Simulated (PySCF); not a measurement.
```tsv
atom	x (Å)	y (Å)	z (Å)
Li	0.0000	0.0000	-2.2675
Te	0.0000	0.0000	0.1225
```

Core potentials replace the inner electrons of Te.

All numbers below come from PBE0/def2-SVPD, non-relativistic Hamiltonian with scalar-relativistic core potentials where named, at a bond length of 2.390 Å (PySCF 2.14.0).

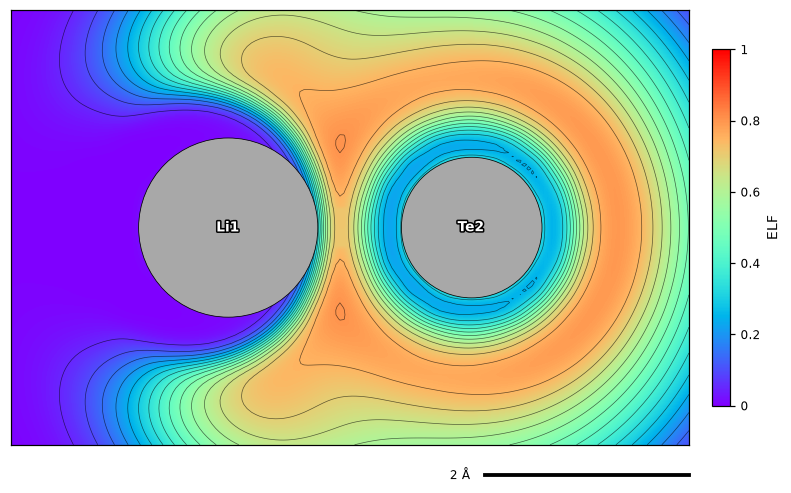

LiTe (charge −1). Electron localisation function on a plane that holds the molecular axis. Grey discs cover the atomic cores.

> Read the bonding off the picture.

Atoms in the plane: Li and Te. Li–Te (2.39 Å): the ELF peaks at about 0.70 in the valence shell of Te, 1.3 Å from its nucleus, and is about 0.70 at the midpoint.
